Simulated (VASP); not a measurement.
Band structure of Gd (hcp). Calculation: optB88-vdW, VASP's PBE PAW potentials (set 64) (plane waves; VASP).

The 4f electrons are frozen in the core of the lanthanide potential, so 4f levels, which can set the real gap, and their magnetism are missing.

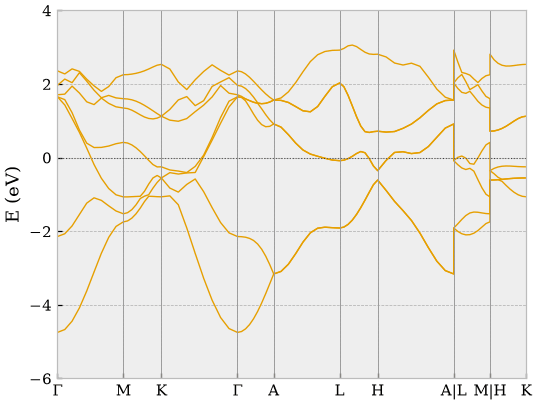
Figure. Bands along high-symmetry lines, zero at the valence-band maximum or, without a gap, the Fermi level

Question: Read the plot: is there a gap, and where are the band edges?

Answer: It has no gap at this level: it comes out as a metal or semimetal. (Edges off the drawn lines would not show.)

The compound is Gd in the hcp structure. It was relaxed first.
